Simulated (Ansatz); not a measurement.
ClFH2Si···CH4···HF

Input

```
crystal:
  periodic: [false, false, false]
  atoms:
    - { symbol: Si, position_ang: [-1.208061, 0.965965, -0.858051] }
    - { symbol: C, position_ang: [1.19491, -1.024241, -0.216015] }
    - { symbol: H, position_ang: [-0.675144, 0.168431, -1.977549] }
    - { symbol: H, position_ang: [-2.454041, 1.689978, -1.206679] }
    - { symbol: Cl, position_ang: [0.154497, 2.330721, -0.183183] }
    - { symbol: H, position_ang: [-0.501101, -0.08414, 2.250557] }
    - { symbol: F, position_ang: [-1.609254, -0.053766, 0.381676] }
    - { symbol: H, position_ang: [0.981711, -0.578625, 0.74969] }
    - { symbol: F, position_ang: [0.266415, 0.140271, 2.683412] }
    - { symbol: H, position_ang: [1.473405, -0.248613, -0.94052] }
    - { symbol: H, position_ang: [2.046399, -1.7106, -0.107357] }
    - { symbol: H, position_ang: [0.330262, -1.595581, -0.575981] }
magnetization:
  spin_polarized: true
basis:
  gaussian: { orbitals: def2-SVP }
hamiltonian:
  xc: pbe0
  dispersion: d4
relax:
  f_tol: 0.03
  max_steps: 50
output:
  orbitals: {}
```

Command:

```sh
ansatz run input.yaml --threads 4 --pin off --max-ram 5120MiB --backend cpu --events-out ev --progress --plain --runs-dir out
```

The fields are those of the relaxed geometry.

Theory: Ansatz, UKS PBE0-D4/def2-SVP.

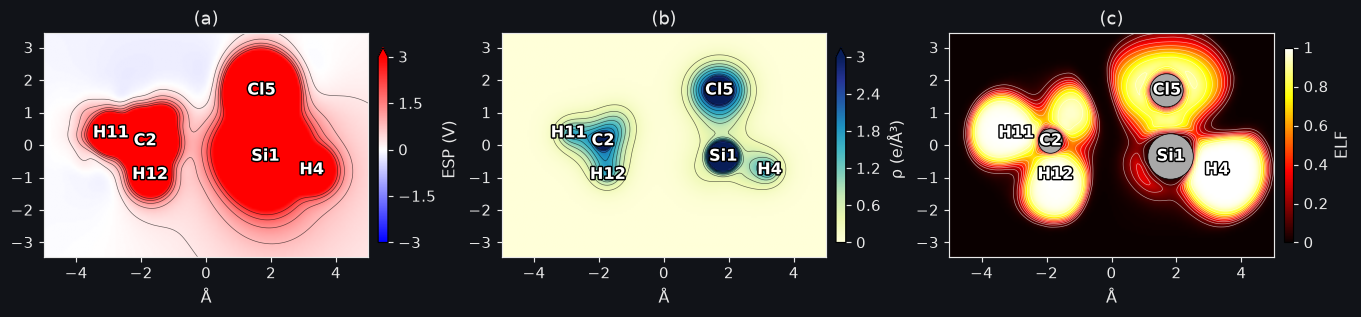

Figure 1. (a) molecular electrostatic potential; (b) total electron density; (c) ELF on the plane of atoms H4, Si1 and Cl5. Grey discs cover the atomic cores in the ELF map.

**Describe what can be read from this map.**

- The plane passes through Si, C, H and Cl nuclei.
- Si–Cl (2.04 Å): ρ at the midpoint is about 0.9 e/Å³; the ELF peaks at about 0.90 between the atoms, as expected for a shared but strongly polarised pair.
- C–H (1.10 Å): ρ is about 1.9 e/Å³ halfway; the ELF climbs to about 1 towards the hydrogen, as it does in any bond to H (a covalent bond by its length).
- Si–H (1.48 Å): the density is about 0.82 e/Å³ at the midpoint; the ELF climbs to about 1 towards the hydrogen.
- The ELF also peaks beside Cl5, away from the bonds: lone-pair regions.
- The potential has no marked negative region in this plane.

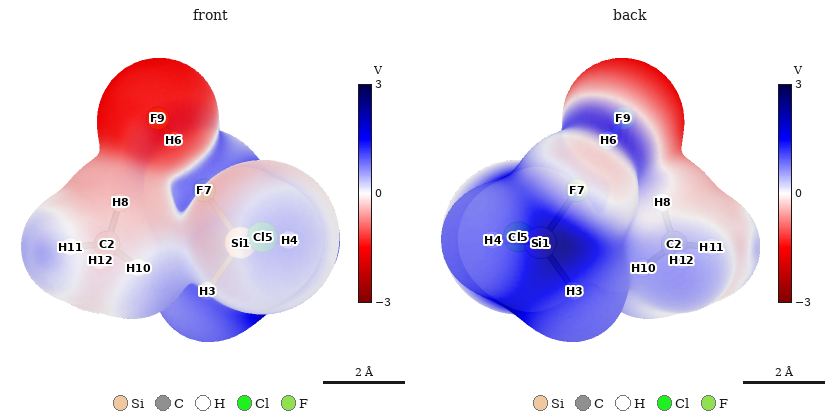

Figure 2. The molecular electrostatic potential painted on the density surface at 0.002 e/bohr³, seen from the front and from behind; the colour scale runs from red (negative) to blue (positive).

**Where is the surface potential most negative and most positive?**

The most negative region (about −1.5 V) lies over F9, the most positive (about +2.3 V) over Si1.

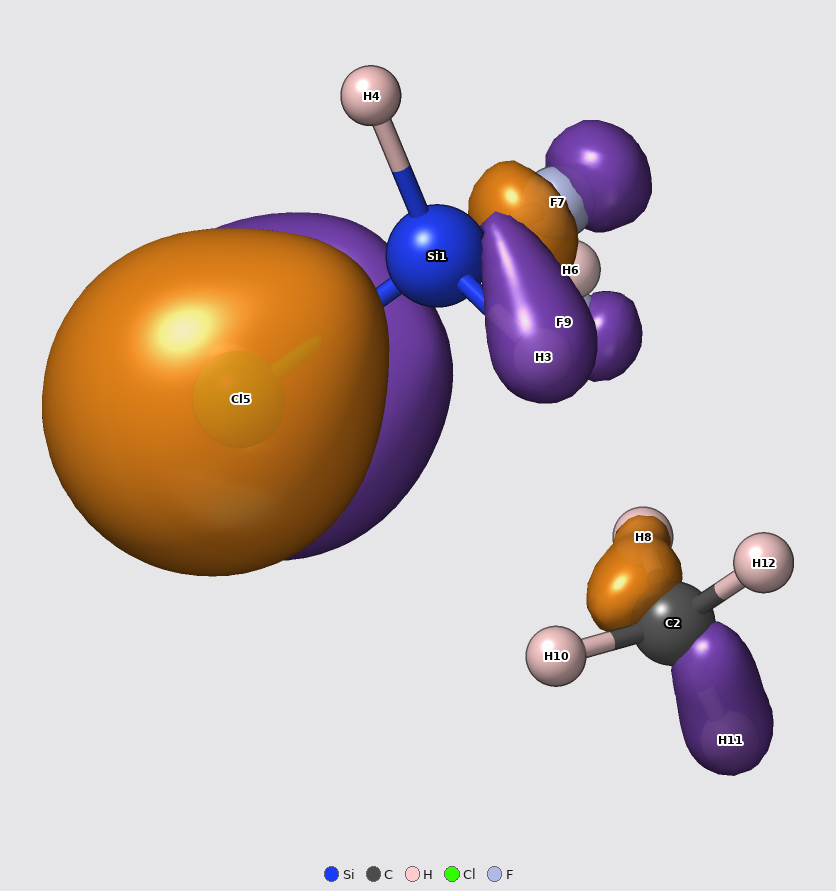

Figure 3. The HOMO−1 at ±0.08 Å⁻³ᐟ² (orange and purple are the two phases), seen at an oblique angle.

**Describe this orbital and give its energy.**

By Hirshfeld shares it lies mainly on Cl5 (about 85 %); largely a lone pair of Cl5. Its energy is −10.04 eV.
